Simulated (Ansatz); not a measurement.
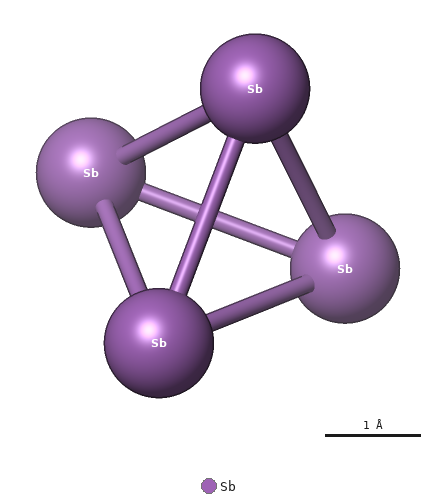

The structure as given in the input (ball-and-stick view, seen on its broad side). Sticks mark near contacts. Bond lengths as drawn: Sb–Sb 2.86 Å.

# Geometry relaxation, with input and output: Sb4

- system: Sb4, SMILES [Sb]12[Sb]3[Sb]1[Sb]23
- method: RKS PBE0-D4/def2-TZVPP (Ansatz 0.2.0)

## Log
```
The last accepted step is kept in [file] (removed where the run ends without a failure and the disk answers)
Engine: ansatz 0.2.0, aarch64-unknown-linux-gnu
Functional definition: PBE0
  parameter a = 0.25
  parameter kappa = 0.804
  parameter beta = 0.06672455060314922
  exchange = (1 - a)*pbe_x(kappa = kappa, mu = beta*pi^2/3) + a*exact_x
  correlation = pbe_c(beta = beta)
1764 factors; their error is unknown
mean field evaluation 1: about -26154.5778 eV, gradient 1.7e1 eV
mean field evaluation 2: about -26153.7791 eV, gradient 2.9e1 eV
mean field evaluation 4: about -26155.2512 eV, gradient 2.4e-1 eV
mean field evaluation 8: about -26155.9259 eV, gradient 3.4e-1 eV
mean field evaluation 16: about -26155.9263 eV, gradient 2.0e-5 eV
mean field -26155.92629609 eV, -961.2125622576 hartree, gradient 1.2e-5 eV, S^2 0.000000; 0 other end points of the search recorded, 0 dependent functions left out
the calculation of the forces begins
reference -26155.92632246 eV, -961.2125632267 hartree; 46, 46 occupied and 154, 154 virtual orbitals, 1764 factors
relax step   1: F+E_penalty+E_count = -26156.20961444 eV  Δ(F+E_penalty+E_count) = +0.000e0 eV  max|allowed force component| = 7.979e-1 eV/Å  Δτ_max = 0.0000 Å  (30 SCF iters, accepted)
these checks for a lower state are left out or cut short: starts, cluster_reference, orbital_swaps, neighbouring_geometries, increment
1764 factors; their error is unknown
mean field -26155.82527359 eV, -961.2088497493 hartree, gradient 6.5e-6 eV, S^2 0.000000; 0 other end points of the search recorded, 0 dependent functions left out
the calculation of the forces begins
reference -26155.82529988 eV, -961.2088507155 hartree; 46, 46 occupied and 154, 154 virtual orbitals, 1764 factors
relax step   2: F+E_penalty+E_count = -26156.11038855 eV  Δ(F+E_penalty+E_count) = +9.923e-2 eV  max|allowed force component| = 1.580e0 eV/Å  Δτ_max = 0.0819 Å  (38 SCF iters, rejected (line search))
these checks for a lower state are left out or cut short: starts, cluster_reference, orbital_swaps, neighbouring_geometries, increment
1764 factors; their error is unknown
mean field evaluation 32: about -26155.9767 eV, gradient 6.5e-6 eV
mean field -26155.97670928 eV, -961.2144149083 hartree, gradient 6.6e-6 eV, S^2 0.000000; 0 other end points of the search recorded, 0 dependent functions left out
the calculation of the forces begins
reference -26155.97673562 eV, -961.2144158762 hartree; 46, 46 occupied and 154, 154 virtual orbitals, 1764 factors
relax step   3: F+E_penalty+E_count = -26156.26086056 eV  Δ(F+E_penalty+E_count) = -5.125e-2 eV  max|allowed force component| = 1.267e-1 eV/Å  Δτ_max = 0.0363 Å  (32 SCF iters, accepted)
these checks for a lower state are left out or cut short: starts, cluster_reference, orbital_swaps, neighbouring_geometries, increment
1764 factors; their error is unknown
mean field -26155.97796345 eV, -961.2144609983 hartree, gradient 7.4e-6 eV, S^2 0.000000; 0 other end points of the search recorded, 0 dependent functions left out
the calculation of the forces begins
reference -26155.97798979 eV, -961.2144619663 hartree; 46, 46 occupied and 154, 154 virtual orbitals, 1764 factors
relax step   4: F+E_penalty+E_count = -26156.26201570 eV  Δ(F+E_penalty+E_count) = -1.155e-3 eV  max|allowed force component| = 4.143e-3 eV/Å  Δτ_max = 0.0044 Å  (32 SCF iters, accepted)
these checks for a lower state are left out or cut short: starts, cluster_reference, orbital_swaps, neighbouring_geometries, increment
1764 factors; their error is unknown
mean field -26155.97797025 eV, -961.2144612479 hartree, gradient 7.4e-6 eV, S^2 0.000000; 0 other end points of the search recorded, 0 dependent functions left out
the calculation of the forces begins
reference -26155.97799659 eV, -961.2144622160 hartree; 46, 46 occupied and 154, 154 virtual orbitals, 1764 factors
relax step   5: F+E_penalty+E_count = -26156.26201575 eV  Δ(F+E_penalty+E_count) = -4.200e-8 eV  max|allowed force component| = 4.071e-3 eV/Å  Δτ_max = 0.0003 Å  (32 SCF iters, accepted)
these checks for a lower state are left out or cut short: starts, cluster_reference, orbital_swaps, neighbouring_geometries, increment
1764 factors; their error is unknown
mean field -26155.97796811 eV, -961.2144611695 hartree, gradient 7.1e-6 eV, S^2 0.000000; 0 other end points of the search recorded, 0 dependent functions left out
the calculation of the forces begins
reference -26155.97799446 eV, -961.2144621376 hartree; 46, 46 occupied and 154, 154 virtual orbitals, 1764 factors
relax step   6: F+E_penalty+E_count = -26156.26201696 eV  Δ(F+E_penalty+E_count) = -1.214e-6 eV  max|allowed force component| = 1.692e-6 eV/Å  Δτ_max = 0.0001 Å  (33 SCF iters, accepted)
1764 factors; their error is unknown
mean field evaluation 64: about -26155.9780 eV, gradient 7.0e-6 eV
```

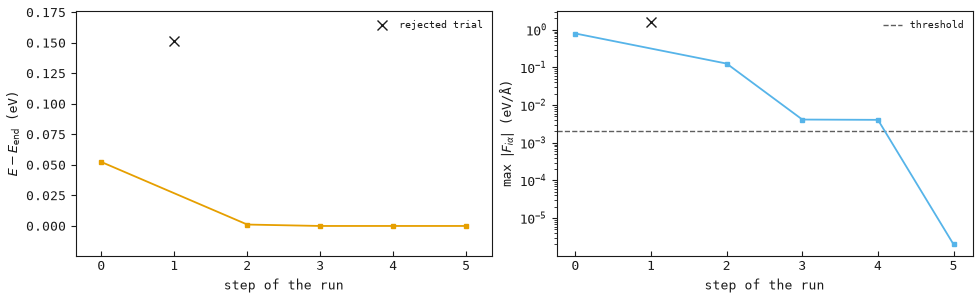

Progress of the relaxation, step by step (the first geometry is step 0 here and step 1 in the log).

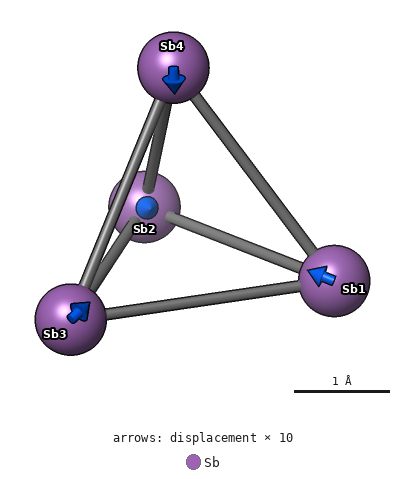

The starting structure with the displacements as blue arrows, magnified 10 times (ball-and-stick view, seen at a tilt). The two geometries are laid on each other by the best rigid fit. Over 5 geometry steps the energy falls by 0.052 eV. Largest force component: 0.8 eV/Å at the start, under 0.0001 eV/Å at the end. The line search rejected the trial step at point 1 (counted from 0) and went back. The largest moves after the best rigid fit, 0.032 Å, are those of Sb1, Sb2, Sb3 and Sb4. Among the contacts that change: Sb1–Sb2 2.864 → 2.812 Å. (Atoms are counted from 1 in the order of the input.)

```
mean field -26155.97796811 eV, -961.2144611695 hartree, gradient 7.1e-6 eV, S^2 0.000000; 1 other end points of the search recorded, 0 dependent functions left out
the calculation of the forces begins
reference -26155.97799446 eV, -961.2144621376 hartree; 46, 46 occupied and 154, 154 virtual orbitals, 1764 factors
Total energy: -26156.26204330 eV, -961.2249007401 hartree
Atom 0 at     1.640965    -0.171217    -0.492945 Å, force    -0.000002     0.000000     0.000000 eV/Å
Atom 1 at    -0.946103    -1.251972    -0.708896 Å, force     0.000001     0.000001     0.000001 eV/Å
Atom 2 at    -0.098162    -0.107892     1.715905 Å, force     0.000000     0.000000    -0.000002 eV/Å
Atom 3 at    -0.596891     1.531472    -0.513745 Å, force     0.000001    -0.000001     0.000001 eV/Å
Dipole moment:     0.000000    -0.000000    -0.000000 e Å
```

## Trajectory as extended XYZ (Å, eV, eV/Å), 6 frames, from step=1 to step=6
```
4
Properties=species:S:1:pos:R:3:forces:R:3 step=1 energy=-26156.20961
Sb    1.6712   -0.1744   -0.5020   -0.7632   0.0796   0.2293
Sb   -0.9636   -1.2751   -0.7220    0.4400   0.5823   0.3297
Sb   -0.1000   -0.1099    1.7476    0.0456   0.0502  -0.7979
Sb   -0.6079    1.5597   -0.5232    0.2775  -0.7121   0.2390
4
Properties=species:S:1:pos:R:3:forces:R:3 step=2 energy=-26156.11039 accepted=F
Sb    1.5932   -0.1662   -0.4786    1.5110  -0.1577  -0.4539
Sb   -0.9186   -1.2156   -0.6883   -0.8712  -1.1528  -0.6528
Sb   -0.0953   -0.1047    1.6660   -0.0903  -0.0995   1.5798
Sb   -0.5795    1.4869   -0.4988   -0.5495   1.4100  -0.4731
4
Properties=species:S:1:pos:R:3:forces:R:3 step=3 energy=-26156.26086
Sb    1.6366   -0.1708   -0.4916    0.1212  -0.0126  -0.0364
Sb   -0.9436   -1.2487   -0.7070   -0.0699  -0.0925  -0.0524
Sb   -0.0979   -0.1076    1.7114   -0.0072  -0.0080   0.1267
Sb   -0.5953    1.5274   -0.5124   -0.0441   0.1131  -0.0380
4
Properties=species:S:1:pos:R:3:forces:R:3 step=4 energy=-26156.26202
Sb    1.6408   -0.1712   -0.4929    0.0040  -0.0004  -0.0012
Sb   -0.9460   -1.2519   -0.7088   -0.0023  -0.0030  -0.0017
Sb   -0.0982   -0.1079    1.7158   -0.0002  -0.0003   0.0041
Sb   -0.5968    1.5313   -0.5137   -0.0014   0.0037  -0.0012
4
Properties=species:S:1:pos:R:3:forces:R:3 step=5 energy=-26156.26202
Sb    1.6411   -0.1712   -0.4930   -0.0039   0.0004   0.0012
Sb   -0.9462   -1.2521   -0.7090    0.0022   0.0030   0.0017
Sb   -0.0982   -0.1079    1.7161    0.0002   0.0003  -0.0041
Sb   -0.5969    1.5316   -0.5138    0.0014  -0.0036   0.0012
4
Properties=species:S:1:pos:R:3:forces:R:3 step=6 energy=-26156.26202
Sb    1.6410   -0.1712   -0.4929    0.0000   0.0000   0.0000
Sb   -0.9461   -1.2520   -0.7089    0.0000   0.0000   0.0000
Sb   -0.0982   -0.1079    1.7159    0.0000   0.0000   0.0000
Sb   -0.5969    1.5315   -0.5137    0.0000   0.0000   0.0000
```

The run was set up as follows.

## Input
```yaml
crystal:
  periodic: [false, false, false]
  atoms:
    - { symbol: Sb, position_ang: [1.67124573, -0.17437498, -0.50204003] }
    - { symbol: Sb, position_ang: [-0.96356244, -1.27507362, -0.72197534] }
    - { symbol: Sb, position_ang: [-0.09997127, -0.10988718, 1.74756315] }
    - { symbol: Sb, position_ang: [-0.60790203, 1.55972578, -0.52322778] }
basis:
  gaussian: { orbitals: def2-TZVPP }
hamiltonian:
  xc: pbe0
  dispersion: d4
relax:
  f_tol: 0.002
  max_steps: 150
```

Run as:
```bash
ansatz run input.yaml --threads 4 --pin off --max-ram 10240MiB --backend cpu --events-out ev --progress --plain --runs-dir out
```

## Key numbers

```csv
quantity,value
outcome,converged
total energy,−26156.2620 eV
mean-field energy,−26155.9780 eV
SCF solution under orbital rotations,stable
largest force (length of the vector) at the end,under 0.001 eV/Å
hardware,"4 threads of Arm Neoverse N1, 98 GiB of memory available, shared host"
wall time,64 s (CPU time 4.1 min)
peak memory,0.74 GiB
```
